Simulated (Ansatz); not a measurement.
# CH₅AlOSi: a spread of methods and bases

Aim: run CH₅AlOSi under a spread of inputs, and see what each costs and gives.

Program: Ansatz 0.2.0, Gaussian basis. Level of theory: the settings change from run to run. These are calculated values, not measurements.

## Step 1: The relaxed structure

The structure was relaxed beforehand with PBE0-D4 in a triple-zeta def2 set.

9 atoms, charge 0, spin multiplicity 1.

Atoms are counted from 1 here; the program's logs count them from 0.

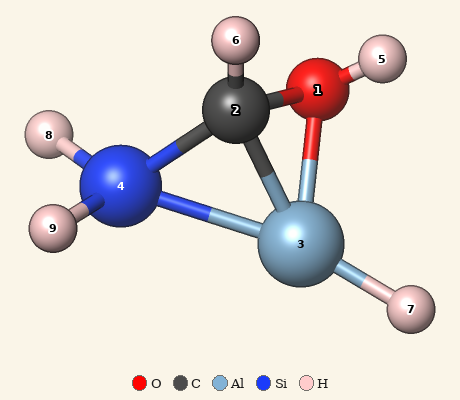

The geometry (oxygen red, carbon dark grey, aluminium light blue, silicon blue, hydrogen pink); atoms are numbered from 1 in the order of the file.

## Step 2: PBE0/ANO-RCC-VTZP

Set apart from the defaults: D3(BJ) with three-body dispersion, high accuracy.

in.yaml

```yaml
crystal:
  periodic: [false, false, false]
  atoms:
    - {symbol: O, position_ang: [-0.122515, 0.339438, -1.396983]}
    - {symbol: C, position_ang: [-0.383338, 0.664905, 0.094657]}
    - {symbol: Al, position_ang: [1.347482, -0.195542, -0.219100]}
    - {symbol: Si, position_ang: [-0.507159, -1.035816, 0.907460]}
    - {symbol: H, position_ang: [0.061043, 1.177178, -1.839164]}
    - {symbol: H, position_ang: [-1.018341, 1.540831, 0.171568]}
    - {symbol: H, position_ang: [2.788329, 0.217447, -0.714521]}
    - {symbol: H, position_ang: [-1.623485, -1.984861, 0.608834]}
    - {symbol: H, position_ang: [-0.453516, -0.769880, 2.370149]}
basis:
  gaussian: {orbitals: ANO-RCC-VTZP}
hamiltonian: {xc: {name: PBE0}, dispersion: d3bjatm}
accuracy: high
output: {forces: true}
```

Run with:

```
$ ansatz run in.yaml --threads 2 --pin off --events-out ev --progress --plain --max-ram 4352MiB
```

The program printed (excerpt; [...] marks lines left out):

```text
Functional definition: PBE0
  name "PBE0"
  cite "Adamo & Barone, J. Chem. Phys. 110, 6158 (1999) doi:10.1063/1.478522"
  cite "Perdew, Burke & Ernzerhof, Phys. Rev. Lett. 77, 3865 (1996) doi:10.1103/PhysRevLett.77.3865"
  parent pbe
[...]
3754 factors; integrals over basis functions are off by at most 3.5e-9 eV
[...]
mean field -17660.49402309 eV, -649.0111846359 hartree, gradient 1.7e-8 eV, S^2 0.000000; 0 other end points of the search recorded, 0 dependent functions left out
[...]
reference -17660.49402790 eV, -649.0111848126 hartree; 23, 23 occupied and 175, 175 virtual orbitals, 3754 factors
Total energy: -17660.65883126 eV, -649.0172412242 hartree
Relativity: scalar
Atom 0 at    -0.122515     0.339438    -1.396983 Å, force     0.001067     0.110306    -0.064857 eV/Å
Atom 1 at    -0.383338     0.664905     0.094657 Å, force    -0.001908     0.061387    -0.003418 eV/Å
Atom 2 at     1.347482    -0.195542    -0.219100 Å, force     0.051689     0.000025     0.018871 eV/Å
Atom 3 at    -0.507159    -1.035816     0.907460 Å, force    -0.001148    -0.035960     0.006972 eV/Å
Atom 4 at     0.061043     1.177178    -1.839164 Å, force    -0.034225    -0.101445     0.048304 eV/Å
Atom 5 at    -1.018341     1.540831     0.171568 Å, force     0.017641    -0.029899    -0.010548 eV/Å
Atom 6 at     2.788329     0.217447    -0.714521 Å, force    -0.029034    -0.008012     0.008224 eV/Å
Atom 7 at    -1.623485    -1.984861     0.608834 Å, force    -0.003181     0.003204     0.000659 eV/Å
Atom 8 at    -0.453516    -0.769880     2.370149 Å, force    -0.000901     0.000393    -0.004206 eV/Å
Dipole moment:     0.088373     0.339322    -0.286970 e Å
```

Run time: 4.2 min. Hardware: 2 threads of Intel Xeon Platinum 8375C at 2.90GHz, shared host; peak memory 1.4 GiB.

Largest force 0.128 eV/Å, dipole 2.18 D.

## Step 3: SPW92/def2-SVP

in.yaml, as its differences from that of step 2:

```diff
@@ -13,5 +13,3 @@
 basis:
-  gaussian: {orbitals: ANO-RCC-VTZP}
-hamiltonian: {xc: {name: PBE0}, dispersion: d3bjatm}
-accuracy: high
-output: {forces: true}
+  gaussian: {orbitals: def2-SVP}
+hamiltonian: {xc: {name: SPW92}}
```

Same command.

The program printed:

```text
Functional definition: SPW92
  name "SPW92"
  cite "Dirac, Proc. Camb. Phil. Soc. 26, 376 (1930) doi:10.1017/S0305004100016108"
  cite "Slater, Phys. Rev. 81, 385 (1951) doi:10.1103/PhysRev.81.385"
  cite "Perdew & Wang, Phys. Rev. B 45, 13244 (1992) doi:10.1103/PhysRevB.45.13244"
  exchange = slater_x
  correlation = pw_c
980 factors; their error is unknown
mean field evaluation 1: about -17537.2237 eV, gradient 5.7e1 eV
mean field evaluation 2: about -17497.3586 eV, gradient 1.2e2 eV
mean field evaluation 4: about -17545.3067 eV, gradient 1.2e1 eV
mean field evaluation 8: about -17545.6239 eV, gradient 8.8e-2 eV
mean field evaluation 16: about -17545.5590 eV, gradient 1.6e-5 eV
mean field -17545.55902095 eV, -644.7874012128 hartree, gradient 1.6e-5 eV, S^2 0.000000; 0 other end points of the search recorded, 0 dependent functions left out
reference -17545.55905810 eV, -644.7874025780 hartree; 23, 23 occupied and 66, 66 virtual orbitals, 980 factors
Total energy: -17545.55905810 eV, -644.7874025780 hartree
```

Wall time 0.7 s (2 threads of Intel Xeon Platinum 8375C at 2.90GHz, shared host).

## Step 4: LC-wPBE/cc-pVTZ

This run has atoms shaken by 0.08 Å, density fitting with def2-universal-jkfit.

in.yaml

```yaml
crystal:
  periodic: [false, false, false]
  atoms:
    - {symbol: O, position_ang: [-0.110546, 0.362240, -1.469823]}
    - {symbol: C, position_ang: [-0.278988, 0.482328, 0.116906]}
    - {symbol: Al, position_ang: [1.312402, -0.125429, -0.355107]}
    - {symbol: Si, position_ang: [-0.544194, -1.060778, 1.001883]}
    - {symbol: H, position_ang: [0.092975, 1.046585, -1.757444]}
    - {symbol: H, position_ang: [-0.916098, 1.648114, 0.146336]}
    - {symbol: H, position_ang: [2.953928, 0.224853, -0.719826]}
    - {symbol: H, position_ang: [-1.615575, -2.041321, 0.488918]}
    - {symbol: H, position_ang: [-0.433358, -0.816980, 2.298303]}
basis:
  gaussian: {orbitals: cc-pVTZ, fitting: {mean_field: def2-universal-jkfit}}
hamiltonian: {xc: {name: LC-wPBE}}
```

Same command.

The program printed (excerpt; [...] marks lines left out):

```text
Functional definition: LC-wPBE
  name "LC-wPBE"
  cite "Vydrov & Scuseria, J. Chem. Phys. 125, 234109 (2006) doi:10.1063/1.2409292"
  cite "Heyd & Scuseria, J. Chem. Phys. 120, 7274 (2004) doi:10.1063/1.1668634"
  cite "Ernzerhof & Perdew, J. Chem. Phys. 109, 3313 (1998) doi:10.1063/1.476928"
  cite "Perdew, Burke & Ernzerhof, Phys. Rev. Lett. 77, 3865 (1996) doi:10.1103/PhysRevLett.77.3865"
  parent pbe
[...]
498 factors; integrals over basis functions are off by at most 1.2e0 eV
498 factors; integrals over basis functions are off by at most 2.4e-4 eV
[...]
mean field -17629.20333999 eV, -647.8612732414 hartree, gradient 6.9e-5 eV, S^2 0.000000; 0 other end points of the search recorded, 0 dependent functions left out
reference -17629.20334000 eV, -647.8612732417 hartree; 23, 23 occupied and 175, 175 virtual orbitals, 498 factors
Total energy: -17629.20334000 eV, -647.8612732417 hartree
```

Run time: 2.5 s. Hardware: 2 threads of Intel Xeon Platinum 8375C at 2.90GHz, shared host; peak memory 0.37 GiB.

## Step 5: CAM-B3LYP/cc-pVTZ

in.yaml

```yaml
crystal:
  periodic: [false, false, false]
  atoms:
    - {symbol: O, position_ang: [-0.122515, 0.339438, -1.396983]}
    - {symbol: C, position_ang: [-0.383338, 0.664905, 0.094657]}
    - {symbol: Al, position_ang: [1.347482, -0.195542, -0.219100]}
    - {symbol: Si, position_ang: [-0.507159, -1.035816, 0.907460]}
    - {symbol: H, position_ang: [0.061043, 1.177178, -1.839164]}
    - {symbol: H, position_ang: [-1.018341, 1.540831, 0.171568]}
    - {symbol: H, position_ang: [2.788329, 0.217447, -0.714521]}
    - {symbol: H, position_ang: [-1.623485, -1.984861, 0.608834]}
    - {symbol: H, position_ang: [-0.453516, -0.769880, 2.370149]}
basis:
  gaussian: {orbitals: cc-pVTZ}
hamiltonian: {xc: {name: CAM-B3LYP}}
```

The command is unchanged.

The program printed (excerpt; [...] marks lines left out):

```text
Functional definition: CAM-B3LYP
  name "CAM-B3LYP"
  cite "Yanai, Tew & Handy, Chem. Phys. Lett. 393, 51 (2004) doi:10.1016/j.cplett.2004.06.011"
  cite "Iikura, Tsuneda, Yanai & Hirao, J. Chem. Phys. 115, 3540 (2001) doi:10.1063/1.1383587"
  cite "Becke, Phys. Rev. A 38, 3098 (1988) doi:10.1103/PhysRevA.38.3098"
  cite "Lee, Yang & Parr, Phys. Rev. B 37, 785 (1988) doi:10.1103/PhysRevB.37.785"
  cite "Vosko, Wilk & Nusair, Can. J. Phys. 58, 1200 (1980) doi:10.1139/p80-159"
[...]
  # Exact exchange under (alpha + beta erf(omega r))/r, Becke's under what is left of 1/r.
[...]
1200 factors; their error is unknown
306 factors; integrals over basis functions are off by at most 1.7e-5 eV
[...]
mean field -17638.52662555 eV, -648.2038976661 hartree, gradient 5.1e-5 eV, S^2 0.000000; 0 other end points of the search recorded, 0 dependent functions left out
reference -17638.52676066 eV, -648.2039026314 hartree; 23, 23 occupied and 175, 175 virtual orbitals, 1200 factors
Total energy: -17638.52676066 eV, -648.2039026314 hartree
```

It took 4.4 s on 2 threads of Intel Xeon Platinum 8375C at 2.90GHz, shared host; peak memory 0.4 GiB.

## Step 6: PBE0/cc-pVDZ

Set apart from the defaults: a point charge of 0.50 e beside it, D3(BJ) with three-body dispersion, high accuracy.

in.yaml, as its differences from that of step 5:

```diff
@@ -13,3 +13,4 @@
 basis:
-  gaussian: {orbitals: cc-pVTZ}
-hamiltonian: {xc: {name: CAM-B3LYP}}
+  gaussian: {orbitals: cc-pVDZ, point_charges: [{charge: 0.50, position_ang: [6.080, -0.110, 0.844]}]}
+hamiltonian: {xc: {name: PBE0}, dispersion: d3bjatm}
+accuracy: high
```

Launched as before.

The program printed:

```text
Functional definition: PBE0
  name "PBE0"
  cite "Adamo & Barone, J. Chem. Phys. 110, 6158 (1999) doi:10.1063/1.478522"
  cite "Perdew, Burke & Ernzerhof, Phys. Rev. Lett. 77, 3865 (1996) doi:10.1103/PhysRevLett.77.3865"
  parent pbe
  parameter a = 0.25
  parameter kappa = 0.804
  parameter beta = 0.06672455060314922
  exchange = (1 - a)*pbe_x(kappa = kappa, mu = beta*pi^2/3) + a*exact_x
  correlation = pbe_c(beta = beta)
2090 factors; integrals over basis functions are off by at most 3.5e-9 eV
mean field evaluation 1: about -17623.0989 eV, gradient 4.4e1 eV
mean field evaluation 2: about -17614.3053 eV, gradient 7.1e1 eV
mean field evaluation 4: about -17627.7846 eV, gradient 1.8e0 eV
mean field evaluation 8: about -17627.9751 eV, gradient 2.0e-1 eV
mean field evaluation 16: about -17627.9752 eV, gradient 1.0e-4 eV
mean field -17627.97522261 eV, -647.8161407602 hartree, gradient 4.8e-8 eV, S^2 0.000000; 0 other end points of the search recorded, 0 dependent functions left out
reference -17627.97522558 eV, -647.8161408692 hartree; 23, 23 occupied and 66, 66 virtual orbitals, 2090 factors
Total energy: -17628.14002893 eV, -647.8221972808 hartree
```

Wall time 4.5 s (2 threads of Intel Xeon Platinum 8375C at 2.90GHz, shared host); peak memory 0.34 GiB.

## Step 7: PBE0/def2-TZVPD

Options: atoms shaken by 0.03 Å, D3(BJ) dispersion, high accuracy.

in.yaml

```yaml
crystal:
  periodic: [false, false, false]
  atoms:
    - {symbol: O, position_ang: [-0.130547, 0.411522, -1.349529]}
    - {symbol: C, position_ang: [-0.352863, 0.658496, 0.098062]}
    - {symbol: Al, position_ang: [1.308411, -0.209751, -0.190071]}
    - {symbol: Si, position_ang: [-0.532353, -1.041572, 0.873979]}
    - {symbol: H, position_ang: [0.098473, 1.145030, -1.800366]}
    - {symbol: H, position_ang: [-0.967068, 1.571427, 0.179867]}
    - {symbol: H, position_ang: [2.792735, 0.247127, -0.756027]}
    - {symbol: H, position_ang: [-1.623200, -2.004054, 0.541242]}
    - {symbol: H, position_ang: [-0.435087, -0.830510, 2.338701]}
basis:
  gaussian: {orbitals: def2-TZVPD}
hamiltonian: {xc: {name: PBE0}, dispersion: d3bj}
accuracy: high
output: {forces: true}
```

Same command.

The program printed (excerpt; [...] marks lines left out):

```text
Functional definition: PBE0
  name "PBE0"
  cite "Adamo & Barone, J. Chem. Phys. 110, 6158 (1999) doi:10.1063/1.478522"
  cite "Perdew, Burke & Ernzerhof, Phys. Rev. Lett. 77, 3865 (1996) doi:10.1103/PhysRevLett.77.3865"
  parent pbe
[...]
3501 factors; integrals over basis functions are off by at most 3.7e-9 eV
[...]
mean field -17629.47763393 eV, -647.8713533579 hartree, gradient 1.8e-8 eV, S^2 0.000000; 0 other end points of the search recorded, 0 dependent functions left out
[...]
reference -17629.47763788 eV, -647.8713535030 hartree; 23, 23 occupied and 185, 185 virtual orbitals, 3501 factors
Total energy: -17629.64328131 eV, -647.8774407869 hartree
Atom 0 at    -0.130547     0.411522    -1.349529 Å, force    -1.053946    -4.687387     1.194628 eV/Å
Atom 1 at    -0.352863     0.658496     0.098062 Å, force    -1.345336     1.695552     0.606110 eV/Å
Atom 2 at     1.308411    -0.209751    -0.190071 Å, force     2.005758    -0.083128    -0.559653 eV/Å
Atom 3 at    -0.532353    -1.041572     0.873979 Å, force    -0.156716    -0.412305     0.199909 eV/Å
Atom 4 at     0.098473     1.145030    -1.800366 Å, force     1.149877     4.180631    -2.163869 eV/Å
Atom 5 at    -0.967068     1.571427     0.179867 Å, force     0.302020    -0.520161     0.330201 eV/Å
Atom 6 at     2.792735     0.247127    -0.756027 Å, force    -0.737270    -0.249153     0.315955 eV/Å
Atom 7 at    -1.623200    -2.004054     0.541242 Å, force    -0.086737     0.033614     0.019281 eV/Å
Atom 8 at    -0.435087    -0.830510     2.338701 Å, force    -0.077650     0.042337     0.057437 eV/Å
Dipole moment:     0.033031     0.311563    -0.253776 e Å
```

Wall time 24 s (2 threads of Intel Xeon Platinum 8375C at 2.90GHz, shared host); peak memory 1.2 GiB.

Largest force 4.951 eV/Å, dipole 1.94 D.

## Step 8: r2SCAN0/cc-pVDZ

Set apart from the defaults: density fitting with def2-universal-jkfit, the search for lower states set to light.

in.yaml

```yaml
crystal:
  periodic: [false, false, false]
  atoms:
    - {symbol: O, position_ang: [-0.122515, 0.339438, -1.396983]}
    - {symbol: C, position_ang: [-0.383338, 0.664905, 0.094657]}
    - {symbol: Al, position_ang: [1.347482, -0.195542, -0.219100]}
    - {symbol: Si, position_ang: [-0.507159, -1.035816, 0.907460]}
    - {symbol: H, position_ang: [0.061043, 1.177178, -1.839164]}
    - {symbol: H, position_ang: [-1.018341, 1.540831, 0.171568]}
    - {symbol: H, position_ang: [2.788329, 0.217447, -0.714521]}
    - {symbol: H, position_ang: [-1.623485, -1.984861, 0.608834]}
    - {symbol: H, position_ang: [-0.453516, -0.769880, 2.370149]}
basis:
  gaussian: {orbitals: cc-pVDZ, fitting: {mean_field: def2-universal-jkfit}}
hamiltonian: {xc: {name: r2SCAN0}}
scf: {lower_state_search: light}
```

Launched as before.

The program printed (excerpt; [...] marks lines left out):

```text
Functional definition: r2SCAN0
  name "r2SCAN0"
  cite "Bursch, Neugebauer, Ehlert & Grimme, J. Chem. Phys. 156, 134105 (2022) doi:10.1063/5.0086040"
  cite "Furness, Kaplan, Ning, Perdew & Sun, J. Phys. Chem. Lett. 11, 8208 (2020) doi:10.1021/acs.jpclett.0c02405"
  cite "Furness, Kaplan, Ning, Perdew & Sun, J. Phys. Chem. Lett. 11, 9248 (2020) doi:10.1021/acs.jpclett.0c03077"
  parent r2scan
[...]
498 factors; integrals over basis functions are off by at most 3.5e-1 eV
[...]
mean field -17634.07979892 eV, -648.0404798016 hartree, gradient 3.1e-5 eV, S^2 0.000000; 0 other end points of the search recorded, 0 dependent functions left out
reference -17634.07980904 eV, -648.0404801737 hartree; 23, 23 occupied and 66, 66 virtual orbitals, 498 factors
Total energy: -17634.07980904 eV, -648.0404801737 hartree
```

It took 1.6 s on 2 threads of Intel Xeon Platinum 8375C at 2.90GHz, shared host.

## Step 9: r2SCANh/6-31G*

Set apart from the defaults: atoms shaken by 0.03 Å, a grid of angular degree 11, D3(BJ) with three-body dispersion, high accuracy.

in.yaml

```yaml
crystal:
  periodic: [false, false, false]
  atoms:
    - {symbol: O, position_ang: [-0.157236, 0.374644, -1.413529]}
    - {symbol: C, position_ang: [-0.349479, 0.621793, 0.090951]}
    - {symbol: Al, position_ang: [1.317561, -0.201165, -0.173389]}
    - {symbol: Si, position_ang: [-0.570230, -1.086149, 0.920003]}
    - {symbol: H, position_ang: [0.117364, 1.182894, -1.823430]}
    - {symbol: H, position_ang: [-0.976533, 1.465478, 0.174826]}
    - {symbol: H, position_ang: [2.786447, 0.232816, -0.766823]}
    - {symbol: H, position_ang: [-1.656169, -1.969986, 0.578641]}
    - {symbol: H, position_ang: [-0.435829, -0.823766, 2.400698]}
basis:
  gaussian: {orbitals: "6-31G*", final_grid: {core_spheres: 5, valence_spheres: 4, degree: 11}}
hamiltonian: {xc: {name: r2SCANh}, dispersion: d3bjatm}
accuracy: high
output: {forces: true}
```

Same command.

The program printed (excerpt; [...] marks lines left out):

```text
Functional definition: r2SCANh
  name "r2SCANh"
  cite "Bursch, Neugebauer, Ehlert & Grimme, J. Chem. Phys. 156, 134105 (2022) doi:10.1063/5.0086040"
  cite "Furness, Kaplan, Ning, Perdew & Sun, J. Phys. Chem. Lett. 11, 8208 (2020) doi:10.1021/acs.jpclett.0c02405"
  cite "Furness, Kaplan, Ning, Perdew & Sun, J. Phys. Chem. Lett. 11, 9248 (2020) doi:10.1021/acs.jpclett.0c03077"
  parent r2scan
[...]
1773 factors; integrals over basis functions are off by at most 3.5e-9 eV
[...]
mean field -17633.26008152 eV, -648.0103557428 hartree, gradient 9.0e-8 eV, S^2 0.000000; 0 other end points of the search recorded, 0 dependent functions left out
[...]
reference -17633.26008260 eV, -648.0103557827 hartree; 23, 23 occupied and 55, 55 virtual orbitals, 1773 factors
Total energy: -17633.31376059 eV, -648.0123284123 hartree
Atom 0 at    -0.157236     0.374644    -1.413529 Å, force    -0.161492    -1.772568     0.366073 eV/Å
Atom 1 at    -0.349479     0.621793     0.090951 Å, force    -0.599034     0.231542     0.301423 eV/Å
Atom 2 at     1.317561    -0.201165    -0.173389 Å, force     1.398905    -0.519284    -0.550198 eV/Å
Atom 3 at    -0.570230    -1.086149     0.920003 Å, force     1.367670     0.681143     0.103050 eV/Å
Atom 4 at     0.117364     1.182894    -1.823430 Å, force     0.305423     1.213535    -0.299997 eV/Å
Atom 5 at    -0.976533     1.465478     0.174826 Å, force    -0.717691     1.014214     0.238803 eV/Å
Atom 6 at     2.786447     0.232816    -0.766823 Å, force    -0.580259    -0.200094     0.313655 eV/Å
Atom 7 at    -1.656169    -1.969986     0.578641 Å, force    -0.811013    -0.603737    -0.107806 eV/Å
Atom 8 at    -0.435829    -0.823766     2.400698 Å, force    -0.202509    -0.044752    -0.365003 eV/Å
Dipole moment:    -0.002690     0.360551    -0.184577 e Å
```

Wall time 2.9 s (2 threads of Intel Xeon Platinum 8375C at 2.90GHz, shared host).

Largest force 1.817 eV/Å, dipole 1.95 D.

## Step 10: MP2/6-31G

Options: atoms shaken by 0.15 Å.

in.yaml

```yaml
crystal:
  periodic: [false, false, false]
  atoms:
    - {symbol: O, position_ang: [-0.283194, 0.334516, -1.267588]}
    - {symbol: C, position_ang: [-0.621917, 0.596862, 0.100094]}
    - {symbol: Al, position_ang: [1.380673, -0.267634, -0.191990]}
    - {symbol: Si, position_ang: [-0.605713, -1.189132, 0.918001]}
    - {symbol: H, position_ang: [0.406073, 1.029062, -1.654945]}
    - {symbol: H, position_ang: [-1.164532, 1.317437, 0.288574]}
    - {symbol: H, position_ang: [2.749258, 0.187531, -0.855554]}
    - {symbol: H, position_ang: [-1.509411, -1.650553, 0.809939]}
    - {symbol: H, position_ang: [-0.326947, -1.019964, 2.287892]}
basis:
  gaussian: {orbitals: 6-31G}
hamiltonian: {xc: {name: HF}}
correlation: {method: mp2}
```

The command is unchanged.

The program printed:

```text
Functional definition: HF
  name "HF"
  cite "Fock, Z. Phys. 61, 126 (1930) doi:10.1007/BF01340294"
  parent pbe
  exchange = exact_x
  correlation = 0
640 factors; integrals over basis functions are off by at most 1.9e-4 eV
mean field evaluation 1: about -17576.1440 eV, gradient 2.9e1 eV
mean field evaluation 2: about -17576.1545 eV, gradient 2.9e1 eV
mean field evaluation 4: about -17578.9180 eV, gradient 3.2e0 eV
mean field evaluation 8: about -17578.9731 eV, gradient 1.3e-1 eV
mean field -17578.97343235 eV, -646.0153581826 hartree, gradient 1.9e-6 eV, S^2 0.000000; 0 other end points of the search recorded, 0 dependent functions left out
12 core orbitals not correlated: weight in the atoms' cores, before any rotation towards them, 1.000 or more for the frozen orbitals, at most 0.000 for the correlated occupied ones
reference -17578.97343235 eV, -646.0153581826 hartree; 11, 11 occupied and 31, 31 virtual orbitals, 640 factors
second order -8.43936060 eV of doubles, -0.00000000 eV of singles
Total energy: -17587.41279295 eV, -646.3254989643 hartree
```

Run time: 0.4 s. Hardware: 2 threads of Intel Xeon Platinum 8375C at 2.90GHz, shared host.

## Step 11: The runs in one table

```
            level  charge  multiplicity               geometry  functions  energy (eV)     time
PBE0/ANO-RCC-VTZP       0             1                relaxed        198   -17660.659  4.2 min
   SPW92/def2-SVP       0             1                relaxed         89   -17545.559    0.7 s
  LC-wPBE/cc-pVTZ       0             1                 shaken        198   -17629.203    2.5 s
CAM-B3LYP/cc-pVTZ       0             1                relaxed        198   -17638.527    4.4 s
     PBE0/cc-pVDZ       0             1  relaxed, point charge         89   -17628.140    4.5 s
  PBE0/def2-TZVPD       0             1                 shaken        208   -17629.643     24 s
  r2SCAN0/cc-pVDZ       0             1                relaxed         89   -17634.080    1.6 s
   r2SCANh/6-31G*       0             1                 shaken         78   -17633.314    2.9 s
        MP2/6-31G       0             1                 shaken         54   -17587.413    0.4 s
```

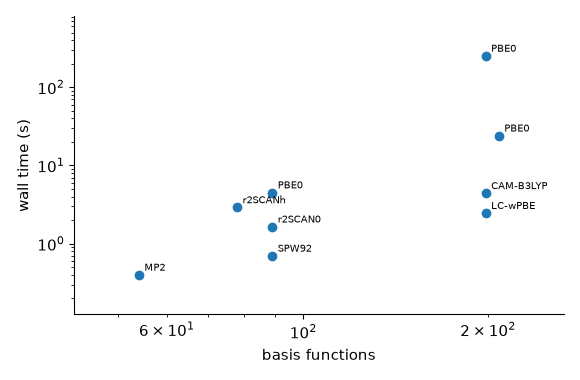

Wall time against the number of basis functions (shared host).

## Step 12: Results

| quantity | value |
| --- | --- |
| runs | 9 |
| quickest | MP2/6-31G, 0.4 s |
| slowest | PBE0/ANO-RCC-VTZP, 4.2 min |
| spread of total energies, same state and geometry | 115.1 eV |

In words: Run time spans a factor of 629, from MP2/6-31G to PBE0/ANO-RCC-VTZP. The jobs differ in tasks and options as well as level. The totals spread over 115 eV; they can't be compared across methods or bases. Some of these runs are scalar-relativistic and others not, which shifts the totals of all-electron atoms past neon by eV; core potentials, where a basis has them, take the core out of the total altogether. At the PBE0-D4/def2-TZVP geometry and in the same state, runs without warnings or point charges leave forces up to 0.13 eV/Å (PBE0/ANO-RCC-VTZP), against 5.0 eV/Å where the atoms were moved.
